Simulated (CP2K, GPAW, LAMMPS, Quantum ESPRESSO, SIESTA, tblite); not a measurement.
**Glassy 29TiO2-71Al2O3 (mol %) (137 atoms): forces by two methods**

137 atoms (9 Ti, 44 Al, 84 O) placed at random at 3.12 g/cm³, melted at 4000 K for 10 ps at fixed volume with the Morse and Coulomb pair potential with partial charges (Pedone, Malavasi, Menziani, Cormack and Segre, J. Phys. Chem. B 110, 11780 (2006)). Quenched from 4000 K to 300 K at 300 K/ps and fixed volume, held 10 ps at zero pressure.

Two calculations on one geometry. First: Kohn-Sham DFT, PBE, SSSP efficiency 1.3.0 pseudopotentials, plane waves; sssp-1.3.0-efficiency; 60/480 Ry; levels smeared at 580 K (Quantum ESPRESSO 7.5; sssp-pbe-1.3.0-efficiency, cutoffs 60/480 Ry, Γ point). Second: Kohn-Sham DFT, PBE, PAW, atomic orbitals (dzp); LCAO dzp; h 0.15 Å; levels smeared at 580 K (GPAW 26.7.0; Γ point).

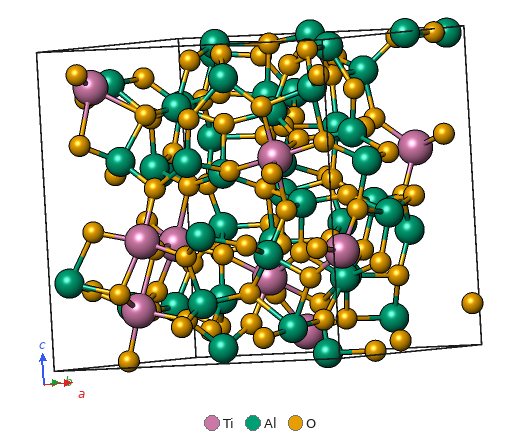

The structure (titanium pink, aluminium teal, oxygen orange). Bonds to atoms that aren't drawn are left out. Some periodic images of atoms are drawn too.

Cell vectors (Å):

```
11.336 0.000 0.000
0.000 11.336 0.000
0.000 0.000 11.336
```

Atom, position (Å) and force of the first calculation (eV/Å):

```
1 Ti 5.13 10.00 0.78 -0.75 -0.91 0.05
2 Ti 2.70 4.81 4.21 0.33 -1.22 -0.53
3 Ti 9.48 10.67 7.12 0.71 0.17 0.12
4 Ti 10.39 2.56 3.75 1.75 0.42 1.41
5 Ti 7.96 2.53 7.17 0.53 -0.53 -0.31
6 Ti 3.17 1.22 4.44 -1.42 -0.43 0.42
7 Ti 1.13 1.88 9.96 1.72 -0.61 -1.12
8 Ti 2.15 2.68 1.95 -0.92 -0.41 -0.45
9 Ti 5.83 5.85 2.84 -0.03 -0.03 1.16
10 Al 0.33 5.03 9.98 -0.24 0.99 0.21
11 Al 4.77 10.76 9.24 -0.63 0.82 1.26
12 Al 8.07 2.98 1.08 0.29 2.37 0.91
13 Al 9.58 2.50 9.60 1.36 -0.10 -2.12
14 Al 7.68 8.14 8.04 -1.70 0.27 0.17
15 Al 8.08 11.05 1.10 -0.41 -1.05 1.35
16 Al 1.70 5.47 6.91 -0.11 -1.78 -0.61
17 Al 2.16 1.85 7.28 1.27 0.59 1.13
18 Al 8.90 11.01 4.19 -0.27 2.22 -1.37
19 Al 3.34 4.19 9.07 1.27 -0.35 0.49
20 Al 7.41 8.80 2.73 0.32 0.02 0.79
21 Al 0.58 0.43 3.08 0.79 -0.33 -0.37
22 Al 10.79 11.03 11.13 0.29 0.27 -0.76
23 Al 9.48 5.72 7.87 -0.45 -0.10 -1.91
24 Al 5.13 7.84 9.26 1.87 1.54 1.76
25 Al 1.94 7.38 9.05 1.88 1.34 -0.17
26 Al 0.38 5.71 2.03 0.18 1.16 -1.01
27 Al 6.56 1.54 10.09 -1.26 -2.37 0.34
28 Al 10.91 7.47 11.26 0.83 0.94 1.46
29 Al 1.60 10.37 7.81 0.78 0.70 -0.03
30 Al 3.91 6.37 11.21 1.55 3.37 1.26
31 Al 2.10 9.86 4.62 -1.36 0.05 -3.75
32 Al 4.81 3.88 0.46 0.17 0.11 -1.89
33 Al 9.09 7.93 5.31 -0.88 -0.29 1.15
34 Al 5.08 1.29 7.15 -2.15 0.39 -3.68
35 Al 6.61 5.22 8.76 -0.75 1.79 0.68
36 Al 7.44 2.60 3.73 0.73 -0.15 1.75
37 Al 4.54 9.90 6.80 0.65 1.76 -0.06
38 Al 4.58 8.83 4.03 -0.58 1.23 -0.07
39 Al 7.89 10.06 9.95 -2.26 -0.77 -0.33
40 Al 2.11 9.90 10.79 -0.40 1.08 0.16
41 Al 2.73 8.21 2.10 0.99 1.45 -1.03
42 Al 6.09 11.33 4.54 -2.89 -0.85 0.18
43 Al 11.05 3.60 6.89 0.25 -2.19 -0.87
44 Al 8.97 5.22 10.97 0.13 0.05 0.76
45 Al 0.49 8.34 6.68 -0.36 0.71 -0.67
46 Al 7.27 7.24 0.04 -0.54 0.65 -2.00
47 Al 5.14 1.79 2.11 1.08 -1.28 1.92
48 Al 0.29 9.35 1.88 -0.09 0.53 -3.36
49 Al 8.69 6.07 2.72 -0.44 0.26 -1.52
50 Al 7.68 5.02 5.46 -1.31 -0.83 0.00
51 Al 10.78 5.69 4.97 0.45 -0.21 1.17
52 Al 4.96 4.31 6.64 -0.54 -1.86 0.34
53 Al 5.86 7.25 5.80 0.71 0.12 0.54
54 O 7.40 5.28 3.71 -0.19 -0.39 -0.06
55 O 2.35 0.84 2.59 0.41 1.83 -1.35
56 O 5.89 2.84 10.92 -0.44 1.30 1.05
57 O 5.26 5.34 1.25 -0.57 0.64 -1.35
58 O 10.58 3.59 5.19 -0.06 1.35 -0.22
59 O 2.91 2.53 8.88 -0.94 -1.30 0.10
60 O 3.91 9.99 10.64 0.02 0.94 -0.64
61 O 8.64 0.84 6.65 0.01 0.80 -0.43
62 O 10.56 1.13 10.06 -0.14 -0.66 0.07
63 O 0.74 6.90 10.09 -1.35 -1.27 0.46
64 O 3.34 4.82 6.26 -0.25 0.55 0.19
65 O 8.64 7.74 3.64 0.14 0.13 -0.96
66 O 8.96 2.80 2.85 -2.10 0.68 -2.93
67 O 5.61 7.32 3.97 0.04 0.39 0.34
68 O 7.45 8.38 9.87 0.31 0.12 0.70
69 O 7.71 1.32 0.82 -0.37 0.46 -0.75
70 O 1.82 4.87 2.55 0.17 -0.89 -0.39
71 O 7.44 8.00 6.19 0.06 0.26 -0.07
72 O 3.63 7.10 9.44 -2.20 -1.04 0.42
73 O 0.17 3.34 9.54 -1.90 0.46 -0.52
74 O 4.40 9.11 2.19 0.48 -0.49 -0.18
75 O 11.07 9.80 7.58 0.13 -0.67 0.03
76 O 9.07 5.90 5.66 1.81 1.39 0.33
77 O 7.13 7.15 1.81 0.38 0.39 0.91
78 O 1.74 9.53 6.17 -1.26 -1.35 3.85
79 O 8.22 10.07 8.23 -0.11 -0.68 -0.65
80 O 5.05 4.45 8.41 -0.73 -0.05 0.27
81 O 4.62 8.49 5.95 0.14 -2.75 -1.32
82 O 3.68 10.48 4.63 2.53 -0.01 0.08
83 O 7.13 5.71 10.36 1.13 -1.06 -0.06
84 O 1.98 9.41 1.10 -0.40 0.70 0.73
85 O 1.89 5.02 8.70 -0.80 1.83 0.14
86 O 1.25 5.54 5.03 -1.27 1.12 1.64
87 O 1.43 0.21 10.47 0.04 -3.20 1.69
88 O 3.66 4.78 10.70 0.37 -2.49 0.30
89 O 5.39 7.70 11.10 -0.29 -0.96 -0.49
90 O 11.14 11.20 1.48 0.07 0.24 1.07
91 O 4.90 1.13 3.83 2.04 1.25 -1.51
92 O 1.87 9.25 9.17 -0.32 -1.74 -0.61
93 O 1.16 0.69 7.94 -1.75 -0.04 0.70
94 O 6.39 10.98 10.43 0.18 0.52 -0.68
95 O 3.53 1.71 6.28 2.37 0.17 -0.27
96 O 10.85 7.59 5.49 -0.57 -0.27 -0.74
97 O 6.05 5.44 6.02 0.55 1.51 -0.93
98 O 6.14 6.96 8.17 0.97 -1.35 -1.07
99 O 0.48 2.47 2.73 -1.02 -0.38 -0.15
100 O 9.15 7.36 8.00 1.71 0.54 -0.59
101 O 9.05 3.37 10.94 -1.06 0.34 1.23
102 O 7.89 4.61 7.73 0.57 -0.08 -0.80
103 O 11.16 5.28 0.42 0.32 -0.48 -0.90
104 O 0.20 7.55 1.81 -0.24 -0.40 -0.36
105 O 4.39 5.13 3.76 1.38 0.24 -0.46
106 O 10.30 0.75 3.93 -0.10 -0.60 1.18
107 O 9.28 7.00 0.05 -2.75 0.41 0.38
108 O 11.16 9.27 11.21 0.11 -0.75 -0.15
109 O 3.48 10.85 7.77 -0.33 -0.03 1.09
110 O 6.07 2.65 6.77 -0.67 1.85 -0.38
111 O 5.01 0.28 1.36 0.17 0.05 -0.63
112 O 8.67 10.37 2.61 0.15 -1.46 0.22
113 O 7.44 0.88 4.13 2.98 0.20 0.02
114 O 1.29 3.15 6.79 0.26 1.87 -0.92
115 O 6.42 9.73 4.00 -0.44 -1.06 -0.75
116 O 9.86 5.29 9.44 1.58 -0.74 1.53
117 O 1.61 7.20 7.38 -0.25 -0.08 -0.98
118 O 9.00 10.63 11.06 1.66 0.17 -0.04
119 O 1.68 2.60 0.17 0.40 0.58 1.86
120 O 10.40 5.54 3.21 -0.79 0.01 0.43
121 O 5.64 11.26 6.22 0.43 -0.93 0.76
122 O 9.27 9.91 5.46 -0.16 -1.76 0.30
123 O 2.75 3.01 4.09 0.08 -0.23 -0.63
124 O 6.47 2.92 2.39 -0.73 0.67 -1.19
125 O 2.82 6.98 1.04 0.41 -2.53 -1.52
126 O 9.77 2.84 7.65 -1.53 -0.61 2.06
127 O 3.95 2.85 1.54 -0.21 0.71 -0.05
128 O 11.08 5.27 7.12 -0.14 2.15 -0.12
129 O 5.38 1.00 8.71 0.58 -0.02 4.55
130 O 8.34 4.92 1.29 -0.14 -0.80 1.33
131 O 7.83 1.93 9.02 1.59 0.55 -0.61
132 O 5.39 9.37 8.42 0.15 -0.54 -1.54
133 O 1.59 0.52 4.85 -1.81 -0.77 0.32
134 O 7.89 3.32 5.26 0.15 -1.12 0.73
135 O 6.90 9.63 1.18 1.05 -0.13 -0.21
136 O 0.75 9.97 3.38 0.40 -0.14 2.57
137 O 2.78 8.21 3.78 -0.31 0.20 2.64
```

Q: Give the forces of the second method.

Atom and force (eV/Å):

```
1 -0.83 -1.21 -0.24
2 0.35 -1.02 -0.45
3 1.12 0.33 0.26
4 1.84 0.58 1.69
5 0.32 -0.43 -0.40
6 -1.22 -0.41 0.44
7 1.93 -0.60 -1.45
8 -0.92 -0.22 -0.46
9 -0.04 -0.09 1.16
10 0.04 1.05 0.18
11 -0.84 0.96 1.40
12 0.12 2.51 0.95
13 1.37 0.07 -2.29
14 -1.98 0.40 0.12
15 -0.53 -0.85 1.50
16 -0.08 -2.00 -0.70
17 1.37 0.38 1.11
18 -0.42 2.25 -1.22
19 1.40 -0.33 0.26
20 0.23 -0.02 0.93
21 0.92 -0.15 -0.35
22 0.43 0.40 -1.01
23 -0.64 -0.20 -2.30
24 1.93 1.77 1.90
25 1.94 1.29 -0.14
26 0.39 1.15 -0.92
27 -1.20 -2.53 0.63
28 0.87 0.92 1.45
29 0.81 0.77 0.00
30 1.81 3.57 1.32
31 -1.51 0.00 -4.07
32 0.31 0.02 -1.97
33 -0.91 -0.30 1.43
34 -2.42 0.37 -3.74
35 -0.73 1.71 0.75
36 0.42 0.01 1.93
37 0.50 1.75 -0.21
38 -0.55 1.38 0.01
39 -2.32 -0.71 -0.30
40 -0.57 0.93 0.25
41 0.83 1.36 -0.95
42 -3.04 -0.97 0.13
43 0.25 -2.38 -0.63
44 0.18 0.08 0.74
45 -0.67 0.60 -0.53
46 -0.52 0.79 -1.94
47 1.32 -1.33 1.86
48 -0.50 0.51 -3.47
49 -0.25 0.46 -1.73
50 -1.39 -0.77 0.31
51 0.44 -0.33 1.28
52 -0.66 -2.26 0.15
53 0.69 -0.02 0.80
54 -0.25 -0.72 -0.10
55 0.74 1.55 -1.59
56 -0.33 1.48 1.07
57 -0.55 0.94 -1.65
58 -0.20 1.57 -0.23
59 -0.80 -1.68 0.27
60 0.07 0.70 -0.64
61 -0.11 0.94 -0.72
62 -0.07 -0.79 -0.10
63 -1.35 -1.37 0.52
64 -0.42 0.55 0.11
65 0.27 0.19 -1.08
66 -2.20 0.86 -3.34
67 0.23 0.44 0.15
68 0.12 -0.10 0.72
69 -0.66 0.55 -0.97
70 0.42 -1.01 -0.55
71 0.14 0.45 -0.15
72 -2.32 -1.35 0.28
73 -2.18 0.48 -0.88
74 0.60 -0.50 -0.16
75 0.09 -0.60 0.30
76 2.00 1.62 0.54
77 0.35 0.25 1.05
78 -0.96 -1.37 4.05
79 -0.44 -0.67 -0.84
80 -0.72 -0.19 0.47
81 -0.22 -2.95 -1.36
82 3.00 0.22 0.24
83 1.06 -1.20 0.15
84 -0.34 0.94 0.87
85 -1.06 2.04 0.24
86 -1.33 1.29 1.68
87 0.06 -3.31 1.69
88 0.09 -2.66 0.39
89 -0.34 -0.77 -0.21
90 -0.10 0.40 1.24
91 2.18 1.42 -1.46
92 -0.32 -1.83 -0.74
93 -2.23 0.10 0.89
94 0.03 0.48 -0.37
95 2.56 0.36 -0.52
96 -0.42 -0.35 -1.01
97 0.58 1.59 -0.93
98 0.95 -1.40 -1.54
99 -1.02 -0.30 -0.32
100 2.14 0.84 -0.56
101 -0.94 0.41 1.32
102 0.72 -0.27 -1.12
103 0.01 -0.58 -0.98
104 -0.22 -0.41 -0.25
105 1.59 0.15 -0.39
106 -0.06 -0.73 1.36
107 -3.04 0.51 0.57
108 0.28 -0.77 -0.25
109 -0.47 0.47 1.13
110 -0.53 2.10 -0.60
111 0.06 0.15 -0.70
112 0.37 -1.73 0.13
113 3.24 0.26 -0.02
114 0.53 2.23 -1.20
115 -0.38 -1.33 -0.55
116 1.65 -0.91 1.61
117 0.05 -0.01 -1.21
118 1.90 0.13 -0.05
119 0.45 0.79 1.85
120 -0.85 -0.27 0.46
121 0.73 -1.04 0.91
122 -0.09 -2.07 0.31
123 0.02 -0.39 -0.62
124 -0.83 1.16 -1.49
125 0.02 -2.83 -1.54
126 -1.58 -0.77 2.22
127 -0.41 0.76 0.03
128 -0.01 2.54 -0.12
129 0.65 0.17 4.79
130 -0.35 -0.82 1.44
131 1.72 0.48 -0.77
132 0.66 -0.62 -1.76
133 -2.31 -0.86 0.68
134 0.39 -1.34 0.91
135 1.16 -0.38 -0.58
136 0.28 -0.25 2.89
137 -0.48 -0.13 3.06
```

The two sets differ by 184 meV/Å r.m.s., 16 % of the r.m.s. force of the Quantum ESPRESSO run. The network of bonds at the start is that of the classical potential that made the cell, and needn't be the one that DFT or experiment would give. The electronic-structure runs sample only Γ, in a cell whose shortest periodic width is 11 Å.

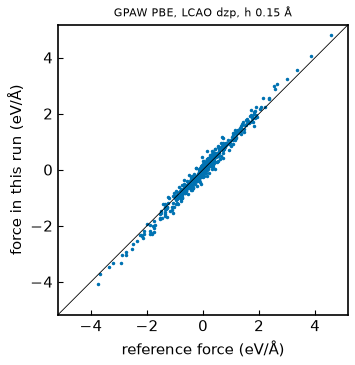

Force components against those of the reference; the line marks equality.

[Logs are printed without paths, hosts, clocks, repeated set-up lines and the standing remarks that a program may print on its own settings, such as how far it seeks lower states.]

[Hosts, paths, dates, database ids (printed as entryN), source tags and the programs' standing remarks are cut or masked in the printed files.]
